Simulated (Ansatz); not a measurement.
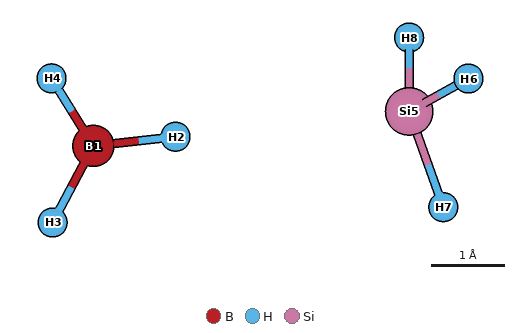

Figure 1. The input geometry (ball-and-stick view, seen at a tilt; atoms are numbered from 1 in the order of the input).

**Run report: BSiH$_{6}$, nudged elastic band**

- system: BSiH$_{6}$, multiplicity 2
- method: UKS B3LYP-D4/def2-SVP (Ansatz 0.2.0)

One setting was made poor on purpose. It belongs to a series of runs on one base structure; here: band between the two ends. Figures and captions count atoms from 1; the log counts them from 0 in places.

### The program's output
```
Engine: ansatz 0.2.0, aarch64-unknown-linux-gnu
Functional definition: B3LYP
  parameter a0 = 0.2
  parameter ax = 0.72
  parameter ac = 0.81
  exchange = (1 - a0 - ax)*slater_x + ax*b88_x + a0*exact_x
  correlation = (1 - ac)*vwn_rpa_c + ac*lyp_c
666 factors; integrals over basis functions are off by at most 5.0e-4 eV
mean field evaluation 1: about -8645.4817 eV, gradient 9.8e0 eV
mean field evaluation 2: about -8646.1326 eV, gradient 5.4e0 eV
mean field evaluation 4: about -8646.3641 eV, gradient 9.6e-2 eV
mean field evaluation 8: about -8646.3700 eV, gradient 1.9e-3 eV
mean field -8646.36995751 eV, -317.7482352185 hartree, gradient 3.1e-5 eV, S^2 0.751539; 0 other end points of the search recorded, 0 dependent functions left out
the calculation of the forces begins
reference -8646.37023753 eV, -317.7482455090 hartree; 13, 12 occupied and 49, 50 virtual orbitals, 666 factors
666 factors; integrals over basis functions are off by at most 4.5e-4 eV
mean field evaluation 16: about -8645.8544 eV, gradient 1.3e1 eV
mean field -8647.12648313 eV, -317.7760370222 hartree, gradient 2.5e-5 eV, S^2 0.752752; 0 other end points of the search recorded, 0 dependent functions left out
[... from here on the field's lines of each further geometry are left out, up to the last ...]
NEB iter   1: max|band force component| = 2.145e0 eV/Å  barrier→ = 0.7376 eV  barrier← = 1.5576 eV  Δτ_max = 0.1908 Å  (305 SCF iters)
NEB iter   2: max|band force component| = 1.220e0 eV/Å  barrier→ = 0.5497 eV  barrier← = 1.3697 eV  Δτ_max = 0.2000 Å  (198 SCF iters)
NEB iter   3: max|band force component| = 1.618e0 eV/Å  barrier→ = 0.4867 eV  barrier← = 1.3067 eV  Δτ_max = 0.0979 Å  (189 SCF iters)
NEB iter   4: max|band force component| = 7.143e-1 eV/Å  barrier→ = 0.2665 eV  barrier← = 1.0865 eV  Δτ_max = 0.1992 Å  (184 SCF iters)
NEB iter   5: max|band force component| = 1.751e0 eV/Å  barrier→ = 0.1985 eV  barrier← = 1.0185 eV  Δτ_max = 0.1001 Å  (187 SCF iters)
NEB iter   6: max|band force component| = 3.891e-1 eV/Å  barrier→ = 0.0712 eV  barrier← = 0.8912 eV  CI = image 4  Δτ_max = 0.2000 Å  (170 SCF iters)
NEB iter   7: max|band force component| = 3.410e-1 eV/Å  barrier→ = 0.0044 eV  barrier← = 0.8244 eV  CI = image 2  Δτ_max = 0.2000 Å  (184 SCF iters)
NEB iter   8: max|band force component| = 5.550e-1 eV/Å  barrier→ = 0.0012 eV  barrier← = 0.8212 eV  CI = image 1  Δτ_max = 0.1934 Å  (176 SCF iters)
NEB iter   9: max|band force component| = 2.579e-1 eV/Å  barrier→ = -0.0002 eV  barrier← = 0.8198 eV  CI = image 1  Δτ_max = 0.0827 Å  (173 SCF iters)
the calculation of the forces begins
reference -8646.98447701 eV, -317.7708183934 hartree; 13, 12 occupied and 49, 50 virtual orbitals, 666 factors
666 factors; integrals over basis functions are off by at most 4.6e-4 eV
mean field evaluation 672: about -8646.3584 eV, gradient 5.4e-1 eV
mean field -8646.36941977 eV, -317.7482154568 hartree, gradient 1.5e-5 eV, S^2 0.751538; 1 other end points of the search recorded, 0 dependent functions left out
the calculation of the forces begins
reference -8646.36969831 eV, -317.7482256931 hartree; 13, 12 occupied and 49, 50 virtual orbitals, 666 factors
NEB iter  10: max|band force component| = 1.716e-1 eV/Å  barrier→ = -0.0008 eV  barrier← = 0.8192 eV  CI = image 1  Δτ_max = 0.0000 Å  (347 SCF iters)
```

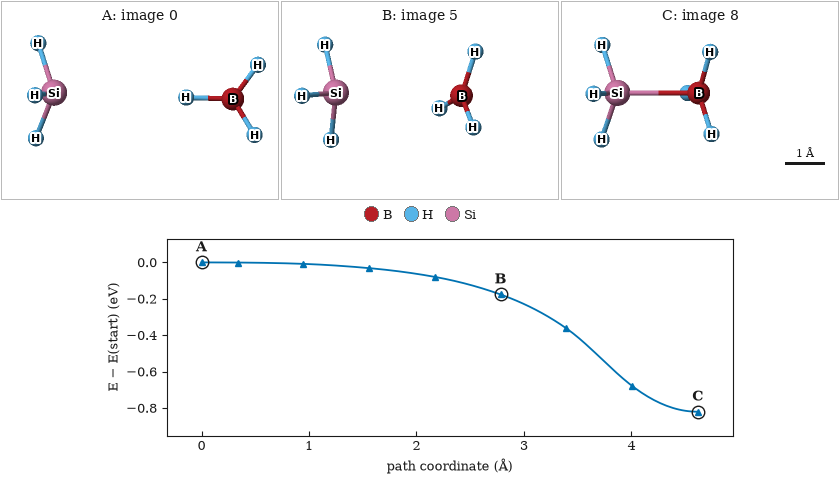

Figure 2. Images of the last band (counted from 0; ball-and-stick, seen at a tilt) above the energy along the path; the line is a cubic interpolation that uses the forces. No image lies above both ends; the end is 0.820 eV below the start. The path is 4.62 Å long. The band converged in 10 iterations.

```
Total energy: -8646.47534677 eV, -317.7521082024 hartree
Atom 0 at    -0.003084     0.036445    -0.641185 Å, force    -0.000154     0.023770    -0.012842 eV/Å
Atom 1 at     0.009741     0.242350     0.544822 Å, force    -0.000606     0.001327     0.023180 eV/Å
Atom 2 at     1.034273    -0.105158    -1.236595 Å, force    -0.005715    -0.010766    -0.007927 eV/Å
Atom 3 at    -1.052831    -0.022542    -1.228943 Å, force     0.006434    -0.011183    -0.006068 eV/Å
Atom 4 at     0.011820    -0.068470     3.926387 Å, force    -0.000896    -0.000438     0.001773 eV/Å
Atom 5 at    -0.752064    -1.230155     4.470625 Å, force     0.000463    -0.000894     0.003179 eV/Å
Atom 6 at     1.419864    -0.072250     4.422716 Å, force     0.000209    -0.001127     0.001238 eV/Å
Atom 7 at    -0.667720     1.219781     4.254372 Å, force     0.000266    -0.000690    -0.002534 eV/Å
Dipole moment:     0.000433    -0.000309    -0.020625 e Å
this run last wrote the band of iteration 10 to [file]
```

### The last band as extended XYZ (Å, eV, eV/Å)
```
8
Properties=species:S:1:pos:R:3:forces:R:3 image=0 energy=-8646.47427
B    -0.0018    0.0003   -0.6710   -0.0002   0.0014  -0.0239
H    -0.0024    0.0009    0.5339    0.0000  -0.0004  -0.0046
H     1.0409    0.0001   -1.2748   -0.0005  -0.0004   0.0126
H    -1.0437    0.0001   -1.2760    0.0005  -0.0004   0.0125
Si    0.0043   -0.0008    3.9579    0.0009   0.0000  -0.0097
H    -0.7672   -1.1964    4.4100    0.0011   0.0016   0.0043
H     1.4209   -0.0672    4.4245   -0.0026   0.0000   0.0047
H    -0.6510    1.2630    4.4077    0.0008  -0.0017   0.0042
8
Properties=species:S:1:pos:R:3:forces:R:3 image=1 energy=-8646.47507
B    -0.0031    0.0364   -0.6412   -0.0002   0.0238  -0.0128
H     0.0097    0.2424    0.5448   -0.0006   0.0013   0.0232
H     1.0343   -0.1052   -1.2366   -0.0057  -0.0108  -0.0079
H    -1.0528   -0.0225   -1.2289    0.0064  -0.0112  -0.0061
Si    0.0118   -0.0685    3.9264   -0.0009  -0.0004   0.0018
H    -0.7521   -1.2302    4.4706    0.0005  -0.0009   0.0032
H     1.4199   -0.0722    4.4227    0.0002  -0.0011   0.0012
H    -0.6677    1.2198    4.2544    0.0003  -0.0007  -0.0025
8
Properties=species:S:1:pos:R:3:forces:R:3 image=2 energy=-8646.48237
B     0.0049    0.1042   -0.5051   -0.0460  -0.0595  -0.1074
H     0.0495    0.5730    0.6013    0.0292   0.0382   0.0163
H     1.0100   -0.2482   -1.0685    0.0258   0.0198   0.0559
H    -1.0550   -0.0243   -1.0649   -0.0060   0.0145   0.0393
Si    0.0052   -0.1837    3.8041   -0.0008   0.0031   0.0081
H    -0.7284   -1.2675    4.5237    0.0044   0.0066   0.0044
H     1.4158   -0.0783    4.2836   -0.0097  -0.0062  -0.0078
H    -0.7021    1.1248    3.9380    0.0031  -0.0165  -0.0089
8
Properties=species:S:1:pos:R:3:forces:R:3 image=3 energy=-8646.50582
B     0.0165    0.1651   -0.3415   -0.0564  -0.0827  -0.0899
H     0.0999    0.8689    0.6310    0.0329   0.0344  -0.0244
H     0.9952   -0.3264   -0.8436    0.0519   0.0329   0.0838
H    -1.0574   -0.0577   -0.8425   -0.0200   0.0313   0.0729
Si   -0.0148   -0.2762    3.6536    0.0054   0.0231  -0.0180
H    -0.7169   -1.2902    4.4927   -0.0125  -0.0206   0.0088
H     1.4063   -0.1174    4.0816    0.0041  -0.0083  -0.0218
H    -0.7289    1.0338    3.6810   -0.0054  -0.0102  -0.0115
8
Properties=species:S:1:pos:R:3:forces:R:3 image=4 energy=-8646.55392
B     0.0382    0.2011   -0.1468   -0.0167  -0.1012  -0.0721
H     0.1559    1.0596    0.6858    0.0134   0.0778   0.0051
H     1.0069   -0.3480   -0.6062    0.0523   0.0058   0.0882
H    -1.0485   -0.1000   -0.5713   -0.0419   0.0287   0.0900
Si   -0.0630   -0.3064    3.4683    0.0005  -0.0230  -0.0817
H    -0.7170   -1.3323    4.3298   -0.0192  -0.0346  -0.0057
H     1.3856   -0.1794    3.7897    0.0427   0.0039  -0.0215
H    -0.7581    1.0053    3.5629   -0.0311   0.0427  -0.0023
8
Properties=species:S:1:pos:R:3:forces:R:3 image=5 energy=-8646.65056
B     0.0427    0.2029    0.0534   -0.0480  -0.1782  -0.0018
H     0.2021    1.1926    0.7153    0.0161   0.1271   0.0254
H     0.9902   -0.4311   -0.3357    0.0562  -0.0074   0.1090
H    -1.0587   -0.1234   -0.3145   -0.0239   0.0441   0.1180
Si   -0.0683   -0.2799    3.2713    0.0064  -0.0491  -0.0937
H    -0.7252   -1.3840    4.0356    0.0110   0.0026  -0.0989
H     1.3823   -0.1911    3.5988    0.0149   0.0076  -0.0502
H    -0.7652    1.0140    3.4879   -0.0327   0.0533  -0.0077
8
Properties=species:S:1:pos:R:3:forces:R:3 image=6 energy=-8646.83660
B     0.0405    0.1607    0.2826   -0.0460  -0.1456   0.1334
H     0.2475    1.2232    0.8229    0.0234   0.0433   0.0428
H     0.9651   -0.5153   -0.0974    0.0355  -0.0138   0.1804
H    -1.0721   -0.1247   -0.0909   -0.0280   0.0294   0.1770
Si   -0.0643   -0.2183    3.0524    0.0064  -0.0745  -0.1357
H    -0.7380   -1.3870    3.7142    0.0498   0.0664  -0.2582
H     1.3794   -0.1818    3.4198   -0.0008   0.0235  -0.1104
H    -0.7582    1.0433    3.4086   -0.0403   0.0714  -0.0294
8
Properties=species:S:1:pos:R:3:forces:R:3 image=7 energy=-8647.15264
B     0.0201    0.0526    0.5048   -0.0453  -0.0174   0.2403
H     0.2641    1.1462    1.0258    0.0275  -0.0702   0.1446
H     0.9529   -0.5819    0.0827    0.0213  -0.0699   0.1356
H    -1.0898   -0.1185    0.0651   -0.0434  -0.0244   0.1422
Si   -0.0440   -0.1143    2.8340    0.0056   0.0165  -0.1887
H    -0.7431   -1.3351    3.3746    0.0373   0.0584  -0.3220
H     1.3797   -0.1402    3.2723    0.0101   0.0650  -0.1144
H    -0.7400    1.0913    3.3529   -0.0132   0.0420  -0.0376
8
Properties=species:S:1:pos:R:3:forces:R:3 image=8 energy=-8647.29427
B    -0.0041   -0.0013    0.6055    0.0060   0.0087  -0.0157
H     0.4445    1.0490    1.1176   -0.0018  -0.0102  -0.0021
H     0.8123   -0.8031    0.2253   -0.0269   0.0133   0.0042
H    -1.1351    0.0511    0.1932    0.0186  -0.0105   0.0059
Si   -0.0182   -0.0399    2.7396    0.0244  -0.0316   0.0165
H    -0.6132   -1.3733    3.0885    0.0122   0.0267  -0.0066
H     1.3727    0.0592    3.2587   -0.0227  -0.0036  -0.0018
H    -0.8590    1.0583    3.2838   -0.0097   0.0071  -0.0005
```

The run was set up as follows.

### Input
```yaml
crystal:
  periodic: [false, false, false]
  atoms:
    - { symbol: B, position_ang: [-0.001769, 0.000267, -0.671013] }
    - { symbol: H, position_ang: [-0.00241, 0.00095, 0.53391] }
    - { symbol: H, position_ang: [1.04087, 5.9e-05, -1.274804] }
    - { symbol: H, position_ang: [-1.043743, 0.000132, -1.275953] }
    - { symbol: Si, position_ang: [0.004317, -0.000814, 3.957905] }
    - { symbol: H, position_ang: [-0.767183, -1.196382, 4.409972] }
    - { symbol: H, position_ang: [1.42093, -0.067217, 4.424526] }
    - { symbol: H, position_ang: [-0.651012, 1.263006, 4.407656] }
magnetization:
  spin_polarized: true
  initial_magnetization: 1
basis:
  gaussian: { orbitals: def2-SVP }
hamiltonian:
  xc: b3lyp
  dispersion: d4
neb:
  order_check: false
  images: 7
  f_tol: 0.2
  max_iterations: 60
  final_atoms:
    - { symbol: B, position_ang: [-0.00406277, -0.00134438, 0.6055383] }
    - { symbol: H, position_ang: [0.44454226, 1.04899632, 1.11763097] }
    - { symbol: H, position_ang: [0.81229496, -0.80311003, 0.22532296] }
    - { symbol: H, position_ang: [-1.13507887, 0.05107535, 0.19320391] }
    - { symbol: Si, position_ang: [-0.0182412, -0.039855, 2.73955313] }
    - { symbol: H, position_ang: [-0.61316565, -1.37329547, 3.08851303] }
    - { symbol: H, position_ang: [1.37266487, 0.05921219, 3.25866365] }
    - { symbol: H, position_ang: [-0.85895361, 1.05832203, 3.28377304] }
  initial_path:
    images:
      - { positions_ang: [[-0.001769, 0.000267, -0.671013], [-0.00241, 0.00095, 0.53391], [1.04087, 5.9e-05, -1.274804], [-1.043743, 0.000132, -1.275953], [0.004317, -0.000814, 3.957905], [-0.767183, -1.196382, 4.409972], [1.42093, -0.067217, 4.424526], [-0.651012, 1.263006, 4.407656]] }
      - { positions_ang: [[-0.00132126, 0.00019761, -0.50325978], [-0.00180637, 0.00071198, 0.76043247], [1.03828479, 4.071e-05, -1.10484991], [-1.04042496, 9.55e-05, -1.1057179], [0.00323356, -0.00060843, 3.76842872], [-0.76129294, -1.18680869, 4.22932843], [1.40936683, -0.06663498, 4.24024872], [-0.64603964, 1.2530073, 4.22758826]] }
      - { positions_ang: [[-0.00087353, 0.00012821, -0.33550656], [-0.00120274, 0.00047396, 0.98695494], [1.03569957, 2.243e-05, -0.93489583], [-1.03710693, 5.9e-05, -0.9354828], [0.00215012, -0.00040285, 3.57895244], [-0.75540287, -1.17723539, 4.04868485], [1.39780367, -0.06605296, 4.05597144], [-0.64106729, 1.24300861, 4.04752051]] }
      - { positions_ang: [[-0.00042579, 5.882e-05, -0.16775334], [-0.00059911, 0.00023594, 1.21347741], [1.03311436, 4.14e-06, -0.76494174], [-1.03378889, 2.249e-05, -0.76524769], [0.00106668, -0.00019728, 3.38947616], [-0.74951281, -1.16766208, 3.86804128], [1.3862405, -0.06547094, 3.87169417], [-0.63609493, 1.23300991, 3.86745277]] }
      - { positions_ang: [[2.194e-05, -1.057e-05, -1.2e-07], [4.52e-06, -2.08e-06, 1.43999988], [1.03052914, -1.415e-05, -0.59498766], [-1.03047086, -1.401e-05, -0.59501259], [-1.677e-05, 8.3e-06, 3.19999987], [-0.74362274, -1.15808878, 3.68739771], [1.37467733, -0.06488892, 3.68741689], [-0.63112258, 1.22301121, 3.68738503]] }
      - { positions_ang: [[-0.00099923, -0.00034402, 0.15138448], [0.11113896, 0.26224752, 1.35940765], [0.9759706, -0.20078812, -0.38991], [-1.05662286, 0.01275833, -0.39795847], [-0.00457287, -0.00995753, 3.08488819], [-0.71100847, -1.21189045, 3.53767654], [1.37417422, -0.03386365, 3.58022858], [-0.68808034, 1.18183892, 3.58648203]] }
      - { positions_ang: [[-0.00202041, -0.00067747, 0.30276909], [0.22227339, 0.52449712, 1.27881542], [0.92141205, -0.40156209, -0.18483235], [-1.08277486, 0.02553067, -0.20090434], [-0.00912898, -0.01992335, 2.9697765], [-0.6783942, -1.26569212, 3.38795537], [1.3736711, -0.00283837, 3.47304027], [-0.74503809, 1.14066662, 3.48557904]] }
      - { positions_ang: [[-0.00304159, -0.00101093, 0.45415369], [0.33340783, 0.78674672, 1.1982232], [0.86685351, -0.60233606, 0.02024531], [-1.10892686, 0.03830301, -0.00385022], [-0.01368509, -0.02988918, 2.85466482], [-0.64577993, -1.3194938, 3.2382342], [1.37316799, 0.02818691, 3.36585196], [-0.80199585, 1.09949432, 3.38467604]] }
      - { positions_ang: [[-0.00406277, -0.00134438, 0.6055383], [0.44454226, 1.04899632, 1.11763097], [0.81229496, -0.80311003, 0.22532296], [-1.13507887, 0.05107535, 0.19320391], [-0.0182412, -0.039855, 2.73955313], [-0.61316565, -1.37329547, 3.08851303], [1.37266487, 0.05921219, 3.25866365], [-0.85895361, 1.05832203, 3.28377304]] }
```

Run as:
```bash
ansatz run input.yaml --threads 1 --pin off --max-ram 2048MiB --backend cpu --events-out ev --progress --plain --runs-dir out
```

### Results in brief

```json
{"quantity": "outcome", "value": "converged"}
{"quantity": "barrier, forward", "value": "−0.001 eV"}
{"quantity": "barrier, backward", "value": "0.819 eV"}
{"quantity": "hardware", "value": "1 thread of Arm Neoverse V1, 24 GiB of memory available, shared host"}
{"quantity": "wall time", "value": "2.8 min"}
{"quantity": "peak memory", "value": "0.14 GiB"}
```

A deliberately poor setting: loose force. The order of the saddle point was not checked.
